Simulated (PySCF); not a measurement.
**What a change does: NMR shielding calculation on C2H2F2O2**

System: C2H2F2O2.
Method of the first run: GIAO WP04/pcSseg-2 NMR shielding, non-relativistic, gas phase (PySCF 2.14.0).

The geometry comes from this level: PBE0-D3(BJ)/def2-SVP. Text and figures count atoms from 1; the logs count them from 0 in places.

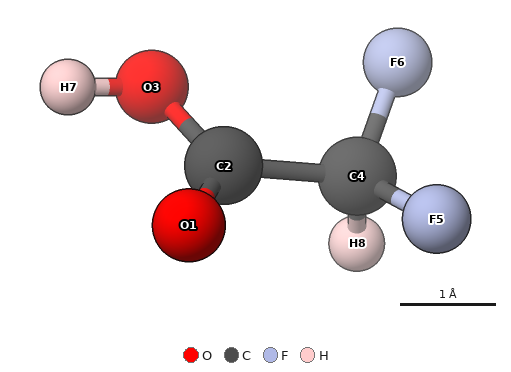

The structure (ball-and-stick view, seen at a tilt; atoms are numbered from 1 in the order of the input).

Input file, the first run:
```
{"job": {"kind": "nmr", "xc": "WP04", "basis": "pcSseg-2", "pop": false}, "charge": 0, "multiplicity": 1}
O      0.914082     1.430778    -0.291649
C      0.550992     0.311025    -0.081170
O      1.347965    -0.745591     0.041511
C     -0.922303    -0.095590     0.007880
F     -1.651416     0.977583     0.328831
F     -1.094953    -1.047395     0.940785
H      2.258897    -0.428336    -0.061611
H     -1.265015    -0.488144    -0.968286
```

The first line tells a small driver script what to run in PySCF; the rest is the geometry in Å.

Command:
```bash
OMP_NUM_THREADS=1 python <driver script> task.json out
```

Hardware: 1 CPU thread, shared host.

Output (the first run):
```
coarse grid: 7760 points
cycle   1  E = -435.3161558188  dE =  1.218e+00  |g| = 1.655e+00  |ddm| = 1.959e+00
cycle   2  E = -433.9521527643  dE =  1.364e+00  |g| = 3.196e+00  |ddm| = 2.186e+00
cycle   3  E = -435.6683107121  dE = -1.716e+00  |g| = 6.034e-01  |ddm| = 1.786e+00
cycle   4  E = -435.7260298211  dE = -5.772e-02  |g| = 2.666e-01  |ddm| = 3.873e-01
cycle   5  E = -435.7374212494  dE = -1.139e-02  |g| = 5.764e-02  |ddm| = 1.311e-01
cycle   6  E = -435.7381113300  dE = -6.901e-04  |g| = 1.113e-02  |ddm| = 4.287e-02
cycle   7  E = -435.7381351998  dE = -2.387e-05  |g| = 1.542e-03  |ddm| = 6.237e-03
cycle   8  E = -435.7381355398  dE = -3.401e-07  |g| = 7.237e-04  |ddm| = 1.198e-03
final grid: 78784 points
cycle   9  E = -435.7262662051  dE = -1.261e-04  |g| = 6.056e-03  |ddm| = 4.159e-02
cycle  10  E = -435.7262533380  dE =  1.287e-05  |g| = 1.066e-02  |ddm| = 6.788e-03
cycle  11  E = -435.7262715853  dE = -1.825e-05  |g| = 1.892e-03  |ddm| = 4.798e-03
cycle  12  E = -435.7262720921  dE = -5.068e-07  |g| = 9.507e-04  |ddm| = 1.220e-03
cycle  13  E = -435.7262722395  dE = -1.474e-07  |g| = 1.746e-04  |ddm| = 4.199e-04
cycle  14  E = -435.7262722446  dE = -5.038e-09  |g| = 5.222e-05  |ddm| = 1.094e-04
cycle  15  E = -435.7262722449  dE = -3.814e-10  |g| = 2.014e-05  |ddm| = 2.811e-05
converged SCF energy = -435.7262722449

GIAO shielding tensors (ppm)
atom      isotropic    diamagn.    paramagn.     s11        s22        s33       span
  0 O     -111.520     393.858    -505.378   -348.388   -266.876    280.704    629.092
  1 C       -1.020     253.108    -254.128   -108.322     47.626     57.634    165.956
  2 O      117.534     388.236    -270.702    -45.925    165.702    232.825    278.750
  3 C       56.121     238.368    -182.247     32.029     56.793     79.541     47.511
  4 F      315.884     469.298    -153.414    209.060    349.990    388.602    179.541
  5 F      316.340     470.276    -153.936    199.515    357.971    391.533    192.018
  6 H       25.140      29.687      -4.547     20.874     21.970     32.577     11.702
  7 H       25.699      27.853      -2.153     23.020     25.594     28.483      5.463
```

For the second run the input was changed thus:
```diff
-"xc": "WP04"
+"xc": "LC-wPBE"
```

Predict how the results change.

The total energies belong to different methods, so their difference says nothing on which is more stable or more accurate. The HOMO goes from −10.03 to −11.65 eV. The LUMO goes from −3.31 to 1.52 eV. The dipole moment goes from 2.52 to 2.47 D. Of all shieldings, the largest change is that of O3, by +21.9 ppm. The functional changes from WP04 to LC-wPBE. Exact exchange removes part of the self-interaction error of semilocal functionals, which pushes filled and empty levels apart. The SCF takes 14 iterations against 15.

Output (the second run):
```
coarse grid: 7760 points
cycle   1  E = -427.2165915438  dE =  1.277e+00  |g| = 1.266e+00  |ddm| = 1.966e+00
cycle   2  E = -427.0865782971  dE =  1.300e-01  |g| = 1.641e+00  |ddm| = 1.191e+00
cycle   3  E = -427.5008832863  dE = -4.143e-01  |g| = 1.553e-01  |ddm| = 6.631e-01
cycle   4  E = -427.5039347647  dE = -3.051e-03  |g| = 8.323e-02  |ddm| = 8.755e-02
cycle   5  E = -427.5050632873  dE = -1.129e-03  |g| = 1.293e-02  |ddm| = 3.912e-02
cycle   6  E = -427.5051059449  dE = -4.266e-05  |g| = 3.614e-03  |ddm| = 1.141e-02
cycle   7  E = -427.5051105093  dE = -4.564e-06  |g| = 1.572e-03  |ddm| = 4.225e-03
final grid: 78784 points
cycle   8  E = -427.4948301069  dE = -1.351e-04  |g| = 1.058e-02  |ddm| = 3.479e-02
cycle   9  E = -427.4948281299  dE =  1.977e-06  |g| = 1.181e-02  |ddm| = 7.262e-03
cycle  10  E = -427.4948458524  dE = -1.772e-05  |g| = 6.095e-04  |ddm| = 3.751e-03
cycle  11  E = -427.4948458948  dE = -4.242e-08  |g| = 6.678e-04  |ddm| = 5.290e-04
cycle  12  E = -427.4948459701  dE = -7.529e-08  |g| = 7.797e-05  |ddm| = 3.297e-04
cycle  13  E = -427.4948459747  dE = -4.582e-09  |g| = 4.298e-05  |ddm| = 1.354e-04
cycle  14  E = -427.4948459755  dE = -7.698e-10  |g| = 1.741e-05  |ddm| = 5.701e-05
converged SCF energy = -427.4948459755

GIAO shielding tensors (ppm)
atom      isotropic    diamagn.    paramagn.     s11        s22        s33       span
  0 O      -98.828     394.187    -493.015   -350.994   -246.783    301.292    652.286
  1 C        9.309     252.727    -243.418    -98.237     52.539     73.625    171.862
  2 O      139.388     387.023    -247.635    -20.753    183.133    255.784    276.537
  3 C       72.061     237.277    -165.215     47.973     72.893     95.319     47.346
  4 F      328.484     465.359    -136.876    224.888    345.154    415.408    190.519
  5 F      328.525     466.369    -137.844    214.820    353.260    417.495    202.675
  6 H       25.021      30.007      -4.986     20.362     21.614     33.087     12.726
  7 H       25.450      27.936      -2.485     22.477     25.305     28.569      6.092
```

The two runs side by side:

| quantity | the first run | the second run |
| --- | --- | --- |
| outcome | converged | converged |
| total energy (hartree) | −435.726272 | −427.494846 |
| HOMO (eV) | −10.03 | −11.65 |
| LUMO (eV) | −3.31 | 1.52 |
| dipole moment (D) | 2.52 | 2.47 |
| shielding of O1 (ppm) | −111.5 | −98.8 |
| shielding of C2 (ppm) | −1.0 | 9.3 |
| shielding of O3 (ppm) | 117.5 | 139.4 |
| shielding of C4 (ppm) | 56.1 | 72.1 |
| shielding of F5 (ppm) | 315.9 | 328.5 |
| shielding of F6 (ppm) | 316.3 | 328.5 |
| shielding of H8 (ppm) | 25.7 | 25.5 |
| SCF iterations | 15 | 14 |
| basis functions | 244 | 244 |
| wall time (shared host) | 19 s | 35 s |
